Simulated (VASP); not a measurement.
Band structure of Y$_{3}$Mo (space group Fm-3m). Computed with PBE GGA, VASP's PBE PAW potentials (set 64) (plane waves; VASP).

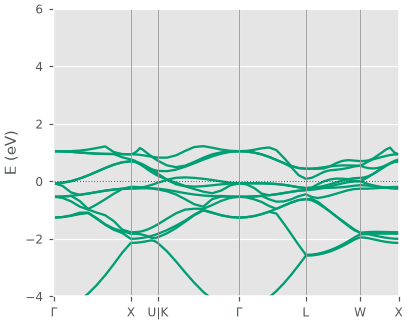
Bands along high-symmetry lines, zero at the valence-band maximum or, without a gap, the Fermi level

Read the plot: is there a gap, and where are the band edges?

It has no gap at this level: it comes out as a metal or semimetal.

The structure was generated: Y3Mo was put into an ordered model structure, which need not be its known phase. The cell was not relaxed at this level. The electron count is odd and the run is not spin-polarised, which forces a metal.
